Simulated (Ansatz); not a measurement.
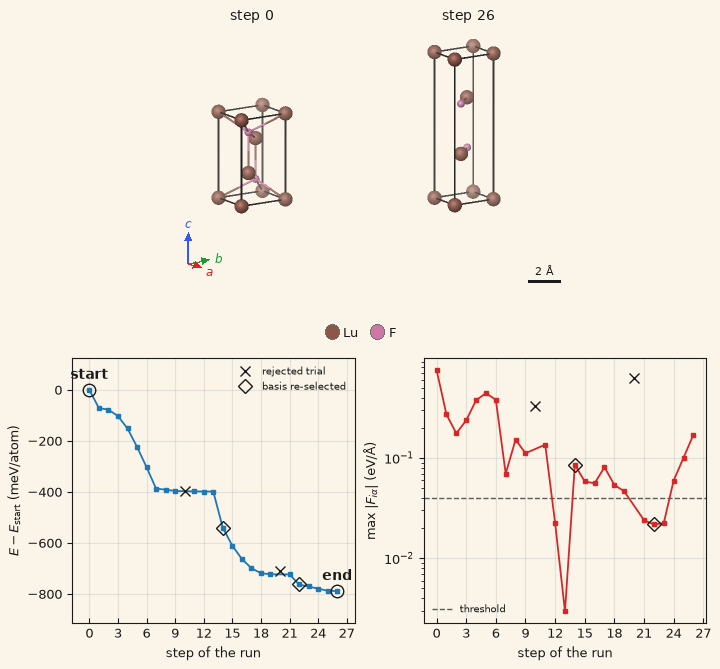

First and last geometry of a relaxation of a crystal of Lu3F2 (a generated structure, set up in P-3m1) (coarse preliminary run), with the history of the run. The picture is a ball-and-stick view of the cell of the calculation, seen slightly off an axis.

Theory: DFT PBE, scalar-relativistic, plane waves, PAW in Ansatz 0.2.0. Set-up: plane-wave cutoff 420 eV; k-point mesh 6 × 6 × 4; occupations gaussian; smearing width 0.1 eV; no spin polarisation; cell and atoms relaxed; force threshold 0.04 eV/Å; at most 70 steps.

Read the history and describe the run.

Answer. The run was cut off at its time limit before the relaxation converged, so the last structure is only a point on the way. After 22 accepted moves (26 points after the start) the energy has fallen by 789 meV per atom. Largest force component: 0.76 eV/Å at the start, 0.17 eV/Å at the end. Pressure: 8.55 GPa at the start and −0.86 GPa at the end. The line search rejected the trial steps at points 10, 20 of the run. At 2 points the geometry stayed and the basis and grid were re-selected for the new cell (energy shift of 142 meV per atom at most each time). The largest moves relative to the cell, 1.27 Å, are those of F atoms. By element the largest moves are F 1.27 Å, Lu 0.05 Å. The volume changes by +31.4 %, with a = b 4.354 → 3.833 Å (−12.0 %), c 5.552 → 9.414 Å (+69.6 %). Among the contacts that change: F–Lu 2.917 → 6.171 Å, F–Lu 2.746 → 3.847 Å, Lu–Lu 3.168 → 4.028 Å, Lu–Lu 3.099 → 3.748 Å. Bonds break: F–Lu (2.75 → 3.85 Å), F–Lu (2.92 → 6.17 Å). Among the angles between lasting bonds that change: Lu–F–Lu 113.0° → 119.7°, F–Lu–F 113.0° → 119.7°. The space group stays P-3m1 (No. 164). The run took 11 min on 1 thread of Intel(R) Xeon(R) Processor @ 2.50GHz (Skylake/Cascade Lake), on a shared host, peak memory 0.46 GiB.
